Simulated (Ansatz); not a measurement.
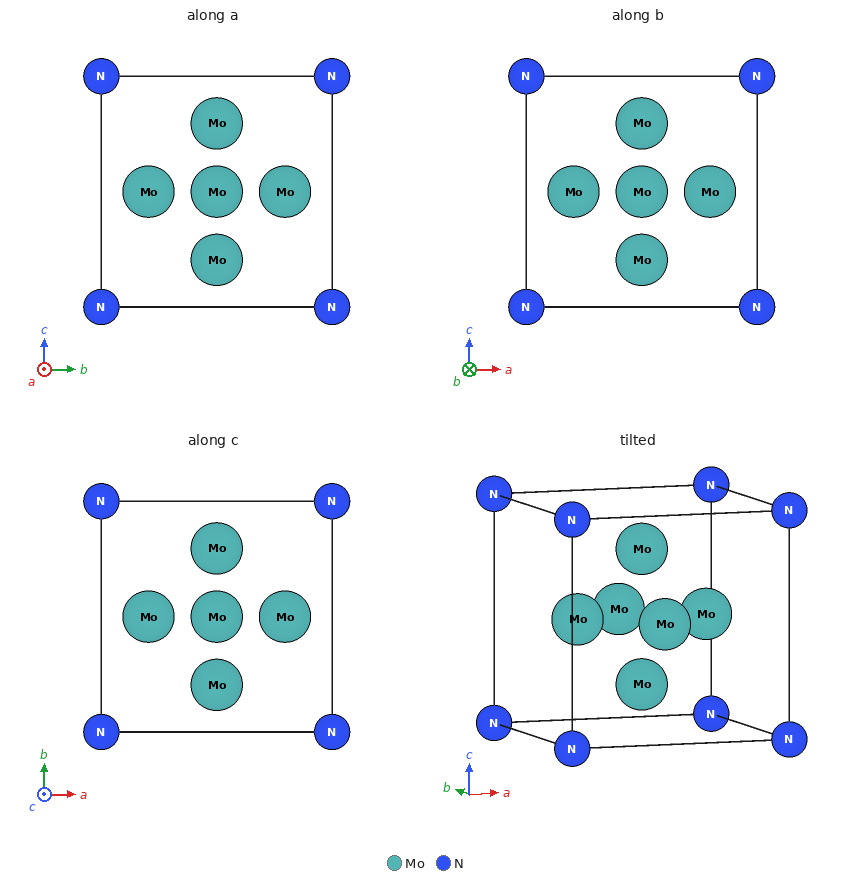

View along the a axis, along the b axis, along the c axis and slightly off an axis, drawn as a spheres-only model. One conventional unit cell is framed, with atoms on its boundary repeated.

Lattice parameters: a = 6.0843 Å, b = 6.0843 Å, c = 6.0843 Å, α = 90.000°, β = 90.000°, γ = 90.000°.

Reconstruct the structure as a CIF with its space group and independent sites, with free fractional coordinates to two decimals.

Answer.
```cif
data_structure
_symmetry_space_group_name_H-M 'P m -3 m'
_symmetry_Int_Tables_number 221
_cell_length_a 6.0843
_cell_length_b 6.0843
_cell_length_c 6.0843
_cell_angle_alpha 90.000
_cell_angle_beta 90.000
_cell_angle_gamma 90.000
_cell_volume 225.24
loop_
_atom_site_label
_atom_site_type_symbol
_atom_site_symmetry_multiplicity
_atom_site_Wyckoff_symbol
_atom_site_fract_x
_atom_site_fract_y
_atom_site_fract_z
_atom_site_occupancy
Mo1 Mo 6 f 0.20 0.50 0.50 1
N1 N 1 a 0.00 0.00 0.00 1
```

The cell started as a structure type filled with these elements by a generator (whether the compound takes this form wasn't checked). The picture shows the end point of a geometry optimisation with Ansatz, DFT PBE, scalar-relativistic, plane waves, PAW.
